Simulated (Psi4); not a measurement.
**Cu2 (SMILES [Cu][Cu]) at BLYP/def2-SVPD**

Aim: the energy change on altering one bond length of Cu2 at BLYP/def2-SVPD, from 2 runs. 

The calculation is run with Psi4 1.11.

15 further runs of the same task are left out: 15 that didn't finish.

### Step 1. The molecule

Cu2: 2 atoms, total charge 0, spin state singlet. As SMILES, `[Cu][Cu]`. Geometry: the measured bond length.

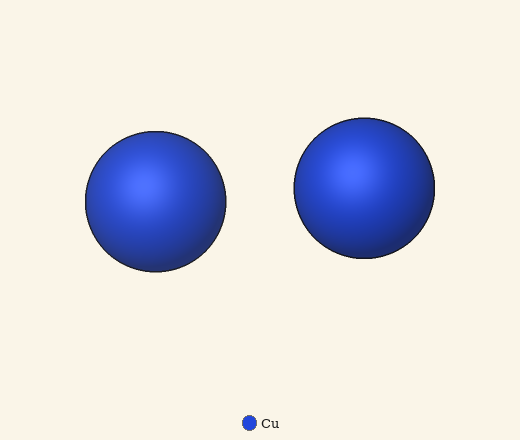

The structure, seen from a chosen angle (copper blue).

### Step 2. A single-point energy at BLYP/def2-SVPD

File cu2.dat:

```
memory 1600 MB

molecule mol {
  0 1
  Cu     0.000000     0.000000     0.000000
  Cu     0.000000     0.000000     2.219700
  symmetry c1
}

set {
  puream true
  e_convergence 1e-09
  d_convergence 1e-08
  scf_type pk
  dft_radial_points 99
  dft_spherical_points 590
}

result = energy('blyp/def2-SVPD')
```

On the command line:

```
psi4 cu2.dat cu2.out -n 1
```

cu2.out:

```text
[...]
  Running in c1 symmetry.
[...]
  Nuclear repulsion =  200.494676836270656
[...]
  Multiplicity = 1
[...]
  Nalpha       = 29
  Nbeta        = 29
[...]
    Number of basis functions: 68
[...]
   @RKS iter   1: -3276.36065416087240   -3.57975e-01   4.40802e-02 DIIS/ADIIS
[...]
   @RKS iter  11: -3280.73681794777576   -5.09317e-11   4.19288e-09 DIIS
[...]
    Orbital Energies [Eh]
    ---------------------
    Doubly Occupied:
       1A   -321.598439     2A   -321.598408     3A    -38.276690
       4A    -38.276656     5A    -33.594116     6A    -33.594114
       7A    -33.590631     8A    -33.590631     9A    -33.590611
      10A    -33.590611    11A     -4.046991    12A     -4.046324
      13A     -2.595396    14A     -2.590204    15A     -2.583005
      16A     -2.583005    17A     -2.582504    18A     -2.582504
      19A     -0.211066    20A     -0.180760    21A     -0.180760
      22A     -0.169945    23A     -0.157419    24A     -0.157419
      25A     -0.151112    26A     -0.151112    27A     -0.149164
      28A     -0.148995    29A     -0.148995
[...]
  @RKS Final Energy: -3280.73681794777576
   => Energetics <=
    Nuclear Repulsion Energy =            200.4946768362706564
    One-Electron Energy =               -4974.2609551899240614
    Two-Electron Energy =                1627.5261549219408153
    DFT Exchange-Correlation Energy =    -134.4966945160633429
    Empirical Dispersion Energy =           0.0000000000000000
    VV10 Nonlocal Energy =                  0.0000000000000000
    Total Energy =                      -3280.7368179477757621
[...]
 Multipole Moments:
 ------------------------------------------------------------------------------------
     Multipole            Electronic (a.u.)      Nuclear  (a.u.)        Total (a.u.)
 ------------------------------------------------------------------------------------
 L = 1.  Multiply by 2.5417464519 to convert [e a0] to [Debye]
 Dipole X            :         -0.0000000            0.0000000           -0.0000000
 Dipole Y            :         -0.0000000            0.0000000           -0.0000000
 Dipole Z            :          0.0000004            0.0000000            0.0000004
 Magnitude           :                                                    0.0000004
[...]
```

Run time: 3.6 s. Hardware: 1 thread of Intel Xeon Platinum 8488C (Sapphire Rapids), shared host; peak memory 0.42 GiB.

### Step 3. The distorted shape: energy and forces at BLYP/def2-SVPD

File calc.inp:

```
memory 1600 mb

molecule geom {
  0 1
  Cu
  Cu 1 3.9955
  symmetry c1
  no_reorient
  no_com
}

set reference rks
set puream true
set e_convergence 1e-09
set d_convergence 1e-08
set scf_type pk
set dft_radial_points 99
set dft_spherical_points 590

e, wfn = gradient('blyp/def2-SVPD', return_wfn=True)
oeprop(wfn, 'MAYER_INDICES', 'QUADRUPOLE', 'MULLIKEN_CHARGES', title='BLYP')
```

On the command line:

```
psi4 -n 1 calc.inp calc.out
```

calc.out (excerpt; [...] marks lines left out):

```text
[...]
  Running in c1 symmetry.
[...]
  Nuclear repulsion =  111.384816461887141
[...]
  Multiplicity = 1
[...]
  Nalpha       = 29
  Nbeta        = 29
[...]
    Number of basis functions: 68
[...]
   @RKS iter   1: -3276.47520570231973   -1.18891e+00   4.27993e-02 ADIIS/DIIS
[...]
   @RKS iter  16: -3280.65680967262915   -5.45697e-12   4.23725e-09 DIIS
[...]
  @RKS Final Energy: -3280.65680967262915
   => Energetics <=
    Nuclear Repulsion Energy =            111.3848164618871408
    One-Electron Energy =               -4797.1946133933533929
    Two-Electron Energy =                1539.6685693416757204
    DFT Exchange-Correlation Energy =    -134.5155820828392166
    Empirical Dispersion Energy =           0.0000000000000000
    VV10 Nonlocal Energy =                  0.0000000000000000
    Total Energy =                      -3280.6568096726291515
[...]
  -Total Gradient:
     Atom            X                  Y                   Z
    ------   -----------------  -----------------  -----------------
       1       -0.000000000001     0.000000000001    -0.014546550536
       2       -0.000000000000     0.000000000001     0.014546550538
[...]
 Multipole Moments:
 ------------------------------------------------------------------------------------
     Multipole            Electronic (a.u.)      Nuclear  (a.u.)        Total (a.u.)
 ------------------------------------------------------------------------------------
 L = 1.  Multiply by 2.5417464519 to convert [e a0] to [Debye]
 Dipole X            :          0.0000000            0.0000000            0.0000000
 Dipole Y            :          0.0000000            0.0000000            0.0000000
 Dipole Z            :         -0.0000008            0.0000000           -0.0000008
 Magnitude           :                                                    0.0000008
 L = 2.  Multiply by 1.3450342976 to convert [e a0^2] to [Debye ang]
 Quadrupole XX       :        -20.6610153            0.0000000          -20.6610153
 Quadrupole XY       :         -0.0000000            0.0000000           -0.0000000
[...]
  Mulliken Charges: (a.u.)
   Center  Symbol    Alpha    Beta     Spin     Total
       1    CU    14.50000 14.50000  0.00000  0.00000
       2    CU    14.50000 14.50000  0.00000 -0.00000
   Total alpha = 29.00000, Total beta = 29.00000, Total charge =  0.00000
  Mayer Bond Indices:
[...]
```

It took 6.9 s on 1 thread of Intel Xeon Platinum 8488C (Sapphire Rapids), shared host; peak memory 0.4 GiB.

### Step 4. What came out

At BLYP/def2-SVPD:

```
                                                           quantity           value
                                          first shape: total energy  -3280.73682 Eh
                                         first shape: dipole moment          0.00 D
                                           first shape: HOMO energy        -4.05 eV
                                           first shape: LUMO energy        -2.77 eV
                                         first shape: HOMO–LUMO gap         1.29 eV
                                      distorted shape: total energy  -3280.65681 Eh
                                     distorted shape: dipole moment          0.00 D
                                       distorted shape: HOMO energy        -3.82 eV
                                       distorted shape: LUMO energy        -3.62 eV
                                     distorted shape: HOMO–LUMO gap         0.20 eV
                          distorted shape: largest force on an atom      0.748 eV/Å
energy change with the Cu1–Cu2 bond stretched from 2.220 to 3.995 Å        2.177 eV
```

In words: One bond (distorted shape) is far stretched, which a spin-restricted single reference describes badly; a broken-symmetry solution may lie lower. With the Cu1–Cu2 bond stretched from 2.220 to 3.995 Å the energy rises by 2.18 eV (210 kJ/mol). The first shape isn't relaxed at this level, so the change isn't measured from a minimum. A restricted reference can't describe the breaking bond well at this length.
